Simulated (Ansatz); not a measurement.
Co, as given below.

```cif
data_structure
_symmetry_space_group_name_H-M 'P6_3/mmc'
_symmetry_Int_Tables_number 194
_cell_length_a 2.4727
_cell_length_b 2.4727
_cell_length_c 4.0145
_cell_angle_alpha 90.000
_cell_angle_beta 90.000
_cell_angle_gamma 120.000
_cell_volume 21.26
loop_
_atom_site_label
_atom_site_type_symbol
_atom_site_symmetry_multiplicity
_atom_site_Wyckoff_symbol
_atom_site_fract_x
_atom_site_fract_y
_atom_site_fract_z
_atom_site_occupancy
Co1 Co 2 d 0.33333 0.66667 0.75000 1
```

Basis of the simulation: coordinates from a relaxation at fixed volume with Ansatz 0.2.0, DFT r2SCAN, scalar-relativistic, plane waves, PAW.

**Predict the first 4 clear peaks of the X-ray G(r) with σ = 0.10 Å, and name the atom pairs.**

1. 2.46 Å: Co–Co at 2.46–2.47 Å
2. 3.49 Å: Co–Co at 3.49 Å
3. 4.28 Å: Co–Co at 4.28 Å
4. 4.72 Å: Co–Co at 4.71–4.95 Å

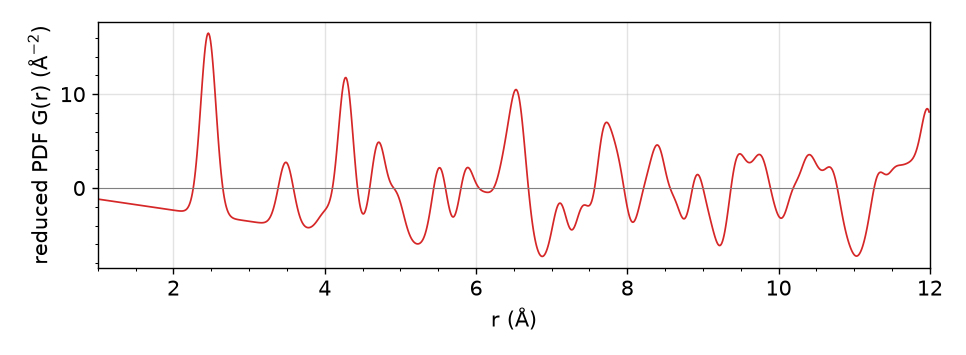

Computed X-ray G(r), with each pair weighted by the product of the atomic numbers (X-ray weights at Q = 0) and a uniform peak width σ = 0.10 Å. There is no Q-range truncation.
